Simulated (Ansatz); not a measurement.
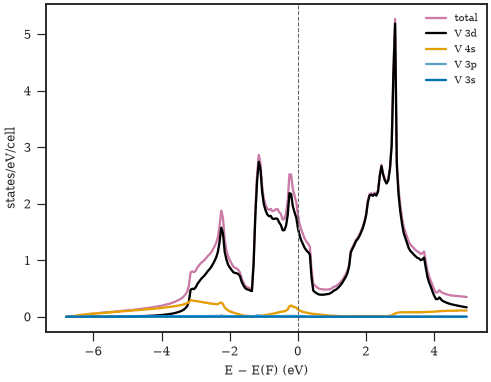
Figure. Total and projected density of states of V (bcc (W type), space group No. 229), the program Ansatz at the PBE level (PAW)

### Question
Which orbitals carry the states next to the Fermi level?

### Answer
Within 0.5 eV of the Fermi level: V 3d 87 %, V 4s 7 %, outside the projected shells 6 %. Projections are on Löwdin-orthogonalised atomic valence shells; empty p or d shells of many metals are not among them.

### Question
Where is the tallest occupied peak in this window, and what makes it?

### Answer
Near -1.1 eV, about 2.9 states/eV per cell; the largest projected share is V 3d.

Space group Im-3m (bcc (W type)). The cell was relaxed with PBE under the symmetry of its start. The workflow began spin-polarised and lost its moments.

Potentials: the earlier of the program's two PAW sets.
